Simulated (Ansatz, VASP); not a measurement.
# HgSb: VASP beside Ansatz

One calculation is typed for both programs; each brings its own data sets and cutoff. How far apart do they land? The cell is invented: As first built, before any earlier steps moved the atoms: it takes the SnSb structure with some of its atoms replaced by other elements, volume scaled by an estimate. It may not be a known or stable phase. The cell comes out of the VASP series on this material, whose earlier steps may have relaxed, scaled or displaced it; both programs get it as it stands.

Calculated with Ansatz 0.2.0; plane waves, with VASP 6.6.1 beside it; relaxation of cell and atoms at LDA.

### Step 1. Starting point

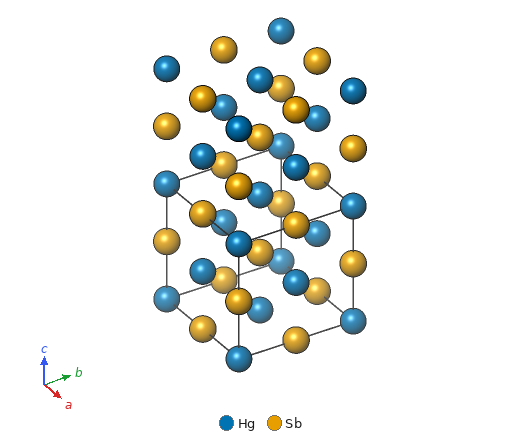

Start, viewed from a free direction; mercury blue, antimony orange. 1×1×2 cells are drawn. This picture shows the conventional cell, with its axes. Some periodic images of atoms are drawn too.

Coordinates:

```cif
data_structure
_symmetry_space_group_name_H-M 'P 1'
_symmetry_Int_Tables_number 1
_cell_length_a 4.1443
_cell_length_b 4.1443
_cell_length_c 4.1443
_cell_angle_alpha 60.000
_cell_angle_beta 60.000
_cell_angle_gamma 60.000
_cell_volume 50.33
loop_
_atom_site_label
_atom_site_type_symbol
_atom_site_fract_x
_atom_site_fract_y
_atom_site_fract_z
_atom_site_occupancy
Hg1 Hg 0.00000 0.00000 0.00000 1
Sb2 Sb 0.50000 0.50000 0.50000 1
```

### Step 2. Ansatz: relaxation of cell and atoms, LDA

Ansatz runs on its default PAW (the set named soft_2) files.

The relaxed volume is the usual yardstick between codes: its relative difference is about their pressure difference at one cell divided by the bulk modulus.

input.yaml

```yaml
crystal:
  lattice:
    - [0.0, 2.9304420075, 2.9304420075]
    - [2.9304420075, 0.0, 2.9304420075]
    - [2.9304420075, 2.9304420075, 0.0]
  atoms:
    - { symbol: Hg, position: [0.0, 0.0, 0.0] }
    - { symbol: Sb, position: [0.5, 0.5, 0.5] }
hamiltonian:
  xc: lda
  pseudopotentials: { kind: paw }
kpoints:
  mp_grid: { grid: [7, 7, 7] }
scf:
  occupations: { method: fermi_dirac, width: 0.05 }
relax:
  f_tol: 0.01
  max_steps: 60
  cell: { stress_tol: 0.05 }
output:
  forces: true
  stress: true
```

Launch:

```console
$ ansatz run input.yaml --threads 4 --pin off --max-ram 9216MiB --backend cpu --events-out ev --progress --plain --runs-dir out
```

Numbers of over 12 decimals in the logs are rounded to 6 here.

Output:

```text
Engine: ansatz 0.2.0, x86_64-unknown-linux-gnu
Pseudopotentials: kind: paw
Pseudopotential: Hg, paw, valence charge 20, recommended cutoff 420 eV (normal), Hg.paw.azcp
Pseudopotential: Sb, paw, valence charge 15, recommended cutoff 420 eV (normal), Sb.paw.azcp
Functional definition: SPW92
  exchange = slater_x
  correlation = pw_c
Crystal: 2 atoms, lattice volume = 50.330 Å³
Basis set: ecut = 420 eV, 941 PW (Γ)
Bands: 22, of which v1, the nominal top of the filled ones, is band 18 counted from 1 (17 counted from 0)
Symmetry: 48 space group operations
Space group: Fm-3m (ITA 225), of the structure as read, at distance tolerance 3.7e-5 Å
k-points: 20 of 343
Non-local potential: Hg, projectors of the file, l = 0: 3, l = 1: 2, l = 2: 2, l = 3: 1
Non-local potential: Sb, projectors of the file, l = 0: 2, l = 1: 2, l = 2: 2, l = 3: 2
PAW form: soft (Blöchl's): semilocal exchange-correlation on the pseudo side does not see the compensation charge
PAW frozen core: Hg, regenerated for the run's functional, and the local potential with it (the file was generated under x = pbe(κ = 0.804, μ = 0.219515), c = pbe(β = 0.066725))
PAW frozen core: Sb, regenerated for the run's functional, and the local potential with it (the file was generated under x = pbe(κ = 0.804, μ = 0.219515), c = pbe(β = 0.066725))
PAW one-centre angular grid: Hg, 590 points (default); XC on 64 Gauss nodes
PAW one-centre angular grid: Sb, 590 points (default); XC on 64 Gauss nodes
Initial density: superposition of atomic densities (neutral atoms: chi_scale 0, normalization atom), corrected by the library's trained network
Initial wavefunctions: pseudopotential atomic-orbital guess
Functional: x = slater, c = lda
SCF iter   1: F=—  HF=-19858.055801 eV  |F-HF|=—  |Δ(HF+E_count)|=         —  Δρ=6.21e-3  dr2=7.86e-3  ethr=1.77e-3  ⟨swp⟩=6.2  Hψ=2047  notcnv=0
preconditioner: auto → none  [insulator: Δε(μ)=0.120 eV  Ē_g=11.178 eV  σ=0.050 eV  W_gap=0.54  n_scr=14 (ndim 8)  ℏωp=21.6 eV  f_vac=0.003  D(μ)=1.61/eV (n_scr^D=14)  ε∞_Penn≈4.7]
SCF iter   2: F=—  HF=-19858.052414 eV  |F-HF|=—  |Δ(HF+E_count)|=   3.39e-3  Δρ=2.24e-3  dr2=9.03e-4  ethr=2.25e-5  ⟨swp⟩=2.0  Hψ=867  notcnv=0
SCF iter   3: F=—  HF=-19858.052255 eV  |F-HF|=—  |Δ(HF+E_count)|=   1.59e-4  Δρ=7.38e-4  dr2=1.56e-4  ethr=2.58e-6  ⟨swp⟩=2.9  Hψ=800  notcnv=0
SCF iter   4: F=—  HF=-19858.052221 eV  |F-HF|=—  |Δ(HF+E_count)|=   3.37e-5  Δρ=2.30e-4  dr2=2.25e-5  ethr=4.47e-7  ⟨swp⟩=2.0  Hψ=582  notcnv=0
SCF iter   5: F=—  HF=-19858.052205 eV  |F-HF|=—  |Δ(HF+E_count)|=   1.57e-5  Δρ=2.59e-5  dr2=2.10e-7  ethr=6.43e-8  ⟨swp⟩=2.1  Hψ=601  notcnv=0
SCF iter   6: F=-19858.052205 eV  HF=-19858.052205 eV  |F-HF|=3.64e-11  |Δ(HF+E_count)|=   2.49e-8  Δρ=3.33e-6  dr2=2.48e-9  ethr=2.86e-10  ⟨swp⟩=4.6  Hψ=1419  notcnv=0
SCF 1 converged in 6 iterations: F = -19858.052205 eV  dr2 = 2.48e-9
  greatest PAW one-centre occupation: 1.000 electrons in one spin orbital (limit 2), on the Hg atom at site 0 (counted from 0), in its partial waves of l = 0
relax step   1: F+E_penalty+E_count = -19858.05220518 eV  Δ(F+E_penalty+E_count) = +0.000e0 eV  max|allowed force component| = 3.642e-29 eV/Å  Δτ_max = 0.0000 Å  P = -0.210 GPa  Ω = 50.330 Å³  (6 SCF iters, dr2 threshold 1.00e-7 eV, accepted)
[...]
relax step   2: F+E_penalty+E_count = -19858.05228740 eV  Δ(F+E_penalty+E_count) = -8.222e-5 eV  max|allowed force component| = 1.841e-29 eV/Å  Δτ_max = 0.0000 Å  P = +0.199 GPa  Ω = 50.044 Å³  energy of the carried Pulay correction = +7.021e-5 eV  (4 SCF iters, dr2 threshold 1.11e-7 eV, accepted)
[...]
relax step   3: F+E_penalty+E_count = -19858.05233903 eV  Δ(F+E_penalty+E_count) = -5.162e-5 eV  max|allowed force component| = 1.491e-29 eV/Å  Δτ_max = 0.0000 Å  P = -0.001 GPa  Ω = 50.183 Å³  energy of the carried Pulay correction = +3.610e-5 eV  (4 SCF iters, dr2 threshold 9.94e-8 eV, accepted)
[...]
relax step   4: F+E_penalty+E_count = -19858.05228391 eV  Δ(F+E_penalty+E_count) = +5.512e-5 eV  max|allowed force component| = 1.570e-29 eV/Å  Δτ_max = 0.0000 Å  P = -0.000 GPa  Ω = 50.183 Å³  stress off target by 3.52e-4 GPa  SCF on the basis re-selected at this cell (its energy is not comparable with the rows above)  (4 SCF iters)
basis re-selected at this cell: Δ(F+E_penalty+E_count) = +5.512e-5 eV, ΔP = +0.001 GPa vs the last step (what re-selecting the basis moved, of the pressure what is left beyond the Pulay correction that the steps carried, after the strain that the cell walked since its last selection, with what the two solves' SCF thresholds leave and, on support functions, any second-order correction that the steps lacked; it is no m [...]
SCF converged after 4 iterations
Free energy (F): -19858.052284 eV
Harris-Foulkes:  -19858.052284 eV  (|F-HF|=7.28e-12)
Internal energy: -19858.038862 eV  (E = F + TS)
E sigma→0 (E₀):  -19858.045573 eV
Entropy (-TS):   -0.013422 eV (-6.711 meV/atom)
Fermi energy:    12.881972 eV
--- Per-component energies (eV) ---
  E_band       = -561.248527
  E_kinetic    = 813.892720
  E_local      = -4185.436100  (includes V_loc(G=0)·N_el)
  E_nonlocal   = 445.101657
  E_hartree    = 1834.001797
  E_xc         = -358.267737
  E_vxc        = -361.210625  (∫ρ·V_xc dr)
  E_paw        = -14080.841473  (= ΣΔE_a)
  E_vpaw       = -941.600680  (= ΣTr[D̂ρ^β])
  E_aug_tail   = 0.000845  (compensation charges beyond the density's cutoff)
  E_ewald      = -4327.625488
  E_core_change = 1.134916  (= ΣΔE_core)
  E_smearing   = -0.013422  (= −TS)
  E_closure    = 0.000000  (closes the sum)
  Σ components = -19858.052284   (vs F -19858.052284, Δ=0.00e0)
--- Forces (eV/Å), atoms counted from 1 ---
  atom   1  Hg    -0.00000000     0.00000000     0.00000000
  atom   2  Sb     0.00000000    -0.00000000     0.00000000
  max |Σ_I F_I| component: 3.17e-29 eV/Å
--- Stress (GPa, compression-positive) ---
       -0.000352       0.000000       0.000000
        0.000000      -0.000352       0.000000
        0.000000       0.000000      -0.000352
  P = ⅓ Tr σ = -0.0004 GPa (-0.004 kbar)
--- Relaxed structure (3 steps of the walk, 3 accepted, 1 SCFs on fresh bases) ---
  F+E_penalty+E_count = -19858.05228391 eV   max|allowed force component| = 1.570e-29 eV/Å   (the final SCF, on the basis selected at the relaxed cell)
  cell:  # Å, volume = 50.1827 Å³
    - [0, 2.927576, 2.927576]
    - [2.927576, 0, 2.927576]
    - [2.927576, 2.927576, 0]
  atoms:
    - { symbol: Hg, position: [0, 0, 0] }
    - { symbol: Sb, position: [0.5, 0.5, 0.5] }
```

Wall time 1.5 s (4 threads of AMD EPYC 9R45, shared host); peak memory 0.4 GiB.

### Step 3. VASP: relaxation of cell and atoms, LDA

The same cell, functional (in two slightly different forms), mesh and smearing now go to VASP, with its own data sets and cutoff.

Lines of VASP's logs that name or quote its potential files are left out, and so is its time.

INCAR

```
SYSTEM = HgSb
PREC = Accurate
ENCUT = 400
EDIFF = 1E-06
NELM = 100
ISMEAR = -1
SIGMA = 0.05
LREAL = .FALSE.
ALGO = Normal
GGA = CA
LORBIT = 11
LWAVE = .FALSE.
LCHARG = .FALSE.
IBRION = 2
NSW = 60
ISIF = 3
EDIFFG = -0.01
```

POSCAR

```
HgSb
1.0
    0.0000000000      2.9304420075      2.9304420075
    2.9304420075      0.0000000000      2.9304420075
    2.9304420075      2.9304420075      0.0000000000
Hg Sb
1 1
Direct
    0.0000000000      0.0000000000      0.0000000000
    0.5000000000      0.5000000000      0.5000000000
```

KPOINTS

```
Automatic mesh
0
Gamma
7 7 7
0 0 0
```

Potentials, in the order of the species: Hg and Sb (LDA family, release 64).

Launch:

```console
$ mpirun -np 1 vasp_std
```

Output:

```text
[banner, memory and clock lines left out]
running    1 mpi-ranks, on    1 nodes
 distrk:  each k-point on    1 cores,    1 groups
 distr:  one band on    1 cores,    1 groups

 POSCAR found type information on POSCAR HgSb
 POSCAR found :  2 types and       2 ions
 LDA part: xc-table for (Slater(with rela. corr.)+CA(PZ))
 , standard interpolation
 POSCAR, INCAR and KPOINTS ok, starting setup
 FFT: planning ... GRIDC
 FFT: planning ... GRID_SOFT
 FFT: planning ... GRID
 WAVECAR not read
 entering main loop
       N       E                     dE             d eps       ncg     rms          rms(c)
DAV:   1     0.953285709916E+02    0.95329E+02   -0.65431E+03   480   0.990E+02
DAV:   2    -0.267519540684E+01   -0.98004E+02   -0.93297E+02   524   0.268E+02
DAV:   3    -0.581244505542E+01   -0.31372E+01   -0.31023E+01   588   0.532E+01
DAV:   4    -0.582916073382E+01   -0.16716E-01   -0.16712E-01   520   0.385E+00
DAV:   5    -0.582933185145E+01   -0.17112E-03   -0.17112E-03   600   0.409E-01    0.528E+00
DAV:   6    -0.559629570617E+01    0.23304E+00   -0.71236E-01   524   0.124E+01    0.425E+00
DAV:   7    -0.558850486271E+01    0.77908E-02   -0.62942E-02   524   0.210E+00    0.227E+00
DAV:   8    -0.558417749458E+01    0.43274E-02   -0.49798E-03   520   0.989E-01    0.156E-01
DAV:   9    -0.558399062878E+01    0.18687E-03   -0.77152E-04   576   0.401E-01    0.316E-02
DAV:  10    -0.558399277685E+01   -0.21481E-05   -0.47553E-05   528   0.816E-02    0.187E-02
DAV:  11    -0.558399258744E+01    0.18941E-06   -0.21081E-06   468   0.157E-02
   1 F= -.55839926E+01 E0= -.55768955E+01  d E =-.558399E+01
 curvature:   0.00 expect dE= 0.000E+00 dE for cont linesearch  0.000E+00
 trial: gam= 0.00000 g(F)=  0.281E-62 g(S)=  0.286E-03 ort = 0.000E+00 (trialstep = 0.100E+01)
 search vector abs. value=  0.286E-03
 bond charge predicted
       N       E                     dE             d eps       ncg     rms          rms(c)
DAV:   1    -0.558735339231E+01   -0.33606E-02   -0.65381E-02   528   0.347E+00    0.431E-01
DAV:   2    -0.558429772599E+01    0.30557E-02   -0.89483E-03   512   0.152E+00    0.149E-01
DAV:   3    -0.558409695281E+01    0.20077E-03   -0.56092E-04   524   0.254E-01    0.130E-01
DAV:   4    -0.558404533286E+01    0.51620E-04   -0.13453E-04   504   0.937E-02    0.901E-03
DAV:   5    -0.558404154364E+01    0.37892E-05   -0.12490E-05   500   0.469E-02    0.775E-03
DAV:   6    -0.558404091757E+01    0.62606E-06   -0.26534E-06   508   0.124E-02
   2 F= -.55840409E+01 E0= -.55769386E+01  d E =-.483301E-04
 trial-energy change:   -0.000048  1 .order   -0.000078   -0.000286    0.000131
 step:   0.5835(harm=  0.6863)  dis= 0.00000  next Energy=    -5.584070 (dE=-0.777E-04)
 bond charge predicted
       N       E                     dE             d eps       ncg     rms          rms(c)
DAV:   1    -0.558465339190E+01   -0.61185E-03   -0.11459E-02   524   0.145E+00    0.176E-01
DAV:   2    -0.558412225371E+01    0.53114E-03   -0.15732E-03   500   0.638E-01    0.606E-02
DAV:   3    -0.558408804465E+01    0.34209E-04   -0.96286E-05   524   0.104E-01    0.525E-02
DAV:   4    -0.558407926015E+01    0.87845E-05   -0.23845E-05   496   0.395E-02    0.374E-03
DAV:   5    -0.558407855669E+01    0.70346E-06   -0.22179E-06   356   0.201E-02
   3 F= -.55840786E+01 E0= -.55769774E+01  d E =-.859693E-04
 curvature:  -0.31 expect dE=-0.476E-06 dE for cont linesearch -0.476E-06
 trial: gam= 0.00000 g(F)=  0.724E-61 g(S)=  0.155E-05 ort =-0.211E-04 (trialstep = 0.917E+00)
 search vector abs. value=  0.155E-05
 reached required accuracy - stopping structural energy minimisation
```

Parts of OUTCAR (step 3):

```text
ion  position               nearest neighbor table
   1  0.000  0.000  0.000-   2 2.93   2 2.93   2 2.93   2 2.93   2 2.93   2 2.93
   2  0.500  0.500  0.500-   1 2.93   1 2.93   1 2.93   1 2.93   1 2.93   1 2.93

  LATTYP: Found a face centered cubic cell.
 ALAT       =     5.8608840150

 Subroutine GETGRP returns: Found 48 space group operations
 (whereof 48 operations were pure point group operations)

The static configuration has the point symmetry O_h .

 Found     20 irreducible k-points:

   k-points           NKPTS =     20   k-points in BZ     NKDIM =     20   number of bands    NBANDS=     12

   dimension x,y,z NGX =    28 NGY =   28 NGZ =   28
   dimension x,y,z NGXF=    56 NGYF=   56 NGZF=   56

   ENCUT  =  400.0 eV  29.40 Ry    5.42 a.u.   6.76  6.76  6.76*2*pi/ulx,y,z

   NELECT =      17.0000    total number of electrons

 k-points in reciprocal lattice and weights: Automatic mesh
   0.00000000  0.00000000  0.00000000       0.003
   0.14285714  0.00000000  0.00000000       0.023
   0.28571429  0.00000000  0.00000000       0.023
   0.42857143  0.00000000  0.00000000       0.023
   0.14285714  0.14285714  0.00000000       0.017
   0.28571429  0.14285714  0.00000000       0.070
   0.42857143  0.14285714  0.00000000       0.070
  -0.42857143  0.14285714  0.00000000       0.070
  -0.28571429  0.14285714  0.00000000       0.070
[...]
-0.42857143  0.42857143  0.14285714       0.070
  -0.28571429  0.42857143  0.14285714       0.070

 average (electrostatic) potential at core
       1 -38.5496       2 -88.1044

 E-fermi :   5.6437

 k-point     1 :       0.0000    0.0000    0.0000
  band No.  band energies     occupation
    ...
      2      -1.7912      2.00000
      3      -1.7912      2.00000
      4      -1.7280      2.00000
      5      -1.7280      2.00000
      6      -1.7280      2.00000
      7       5.9568      0.00380
      8       5.9568      0.00380
      9       5.9568      0.00380
     10       6.4228      0.00000
     11      13.2730      0.00000
    ...

 k-point     2 :       0.1429    0.0000    0.0000
  band No.  band energies     occupation
    ...
      3      -1.8642      2.00000
      4      -1.7571      2.00000
      5      -1.6927      2.00000
      6      -1.6927      2.00000
      7       3.6802      2.00000
      8       6.1406      0.00010
      9       6.1406      0.00010
     10       8.3259      0.00000
     11      11.7036      0.00000
     12      12.3667      0.00000

 k-point     3 :       0.2857    0.0000    0.0000
  band No.  band energies     occupation
    ...
      3      -2.0309      2.00000
      4      -1.8682      2.00000
      5      -1.5998      2.00000
      6      -1.5998      2.00000
      7       1.3591      2.00000
      8       6.6144      0.00000
      9       6.6144      0.00000
     10       9.0295      0.00000
     11      10.7243      0.00000
     12      10.7763      0.00000

  Total       -0.0046340     -0.0046340     -0.0046340      0.0000000      0.0000000     -0.0000000
  in kB       -0.1471239     -0.1471239     -0.1471239      0.0000000      0.0000000     -0.0000000
  external PRESSURE =      -0.1471239 kB  Pullay stress =       0.0000000 kB

  energy-cutoff  :      400.00
  volume of cell :       50.46
      direct lattice vectors                 reciprocal lattice vectors
    -0.000000000  2.933036960  2.933036960    -0.170471769  0.170471769  0.170471769
     2.933036960 -0.000000000  2.933036960     0.170471769 -0.170471769  0.170471769
     2.933036960  2.933036960  0.000000000     0.170471769  0.170471769 -0.170471769

 POSITION                                       TOTAL-FORCE (eV/Angst)
 -----------------------------------------------------------------------------------
      0.00000      0.00000      0.00000         0.000000      0.000000      0.000000
      2.93304      2.93304      2.93304        -0.000000     -0.000000     -0.000000
 -----------------------------------------------------------------------------------
    total drift:                               -0.000000     -0.000000      0.000000

  FREE ENERGIE OF THE ION-ELECTRON SYSTEM (eV)
  ---------------------------------------------------
  free  energy   TOTEN  =        -5.5840785567 eV

  energy  without entropy=       -5.5698761788  energy(sigma->0) =       -5.57697737

 reached required accuracy - stopping structural energy minimisation

 total charge
# of ion       s       p       d       tot
------------------------------------------
    1        0.858   0.435   9.274  10.567
    2        1.214   1.142   0.040   2.395
--------------------------------------------------
tot          2.072   1.577   9.314  12.963

[... 3 further parts left out ...]
```

CONTCAR:

```
HgSb
   1.00000000000000
    -0.0000000000000000    2.9330369599437538    2.9330369599437538
     2.9330369599437538   -0.0000000000000000    2.9330369599437538
     2.9330369599437538    2.9330369599437538    0.0000000000000000
  Hg              Sb
     1     1
Direct
     0.0000000000000000    0.0000000000000000    0.0000000000000000
     0.5000000000000000    0.5000000000000000    0.5000000000000000
```

### Step 4. Side by side

Known differences besides the PAW data sets themselves: the two LDA forms differ slightly; both relaxations stop at a tolerance, which leaves soft axes loose, and VASP keeps its plane-wave basis; the data sets hold 35 valence electrons in Ansatz (default PAW (the set named soft_2) files) and 17 in VASP; the cutoff is 420 eV in Ansatz and 400 eV in VASP; Ansatz makes its cores anew for this functional, VASP keeps those of its LDA data sets; Ansatz adds a Pulay correction to the stress that steers its cell, VASP none. Total energies have different zeros and are not compared.

Both answers:

```csv
quantity,Ansatz,VASP,difference
volume (Å³),50.18,50.46,-0.56 %
"edge a after relaxation, in the typed setting (Å)",4.140,4.148,-0.19 %
```

The walks stopped with 0.00 GPa left in Ansatz and -0.01 GPa in VASP; each walk ends within a tolerance, so the volume difference is uncertain by about these residues over the bulk modulus, most in soft cells.

### Step 5. Outcome

```yaml
difference_in_volume_relaxation_of_cell_and_atoms_lda: -0.56 %
```

**Reading.** The difference in volume is -0.56 % (relaxation of cell and atoms, LDA), within the 1.2 % picked in this series as the mark of a large difference, as far as the stopping tolerances let one tell. Differences of this kind measure data sets and numerical settings, not the functional's error against experiment.

[Lines on the potential files, build, host, timing and source positions are cut from VASP's logs without a mark.]

[Logs are printed without paths, hosts, clocks, repeated set-up lines and the standing remarks that a program may print on its own settings, such as how far it seeks lower states.]

[Hosts, paths, dates, database ids (printed as entryN), source tags and the programs' standing remarks are cut or masked in the printed files.]
